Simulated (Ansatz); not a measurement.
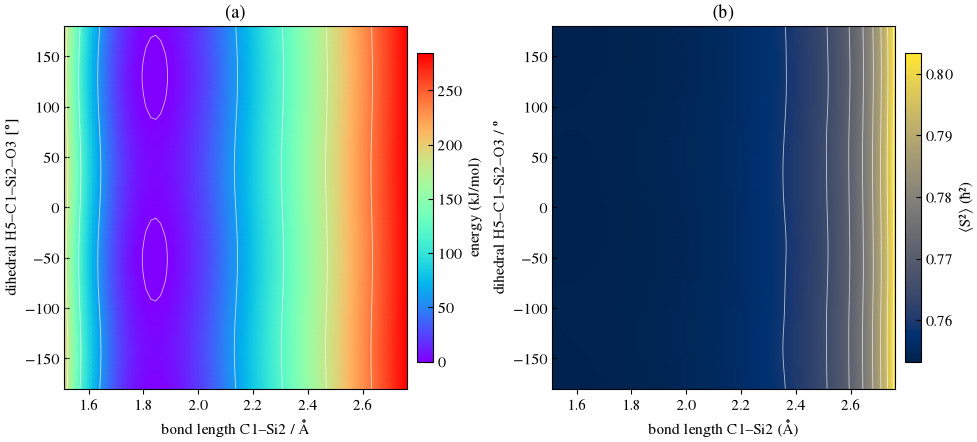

CH5O2Si, SMILES [CH2][SiH](O)O, spin multiplicity 2. First axis: bond length C1–Si2. Second axis: dihedral H5–C1–Si2–O3. Nothing is relaxed (all other coordinates rigid). Grid: 11 × 10 points. Energies: kJ/mol, counted from the lowest grid point. Computed with UKS PBE0-D4/def2-SVP in Ansatz 0.2.0.

Panel (a) is the energy and panel (b) the computed ⟨S²⟩ on the same grid.

Drawn: a smooth colour map with a few white contour lines. Between grid points the surface is interpolated.

How does the ⟨S²⟩ vary over the map, and what is it at the lowest grid point?

Leaving out the highest fifth of the energies, it runs from 0.75 ħ² at bond length C1–Si2 = 1.510 Å, dihedral H5–C1–Si2–O3 = −180° to 0.77 ħ² at bond length C1–Si2 = 2.512 Å, dihedral H5–C1–Si2–O3 = −144°. At the lowest grid point, bond length C1–Si2 = 1.886 Å, dihedral H5–C1–Si2–O3 = 144°, it is 0.75 ħ².
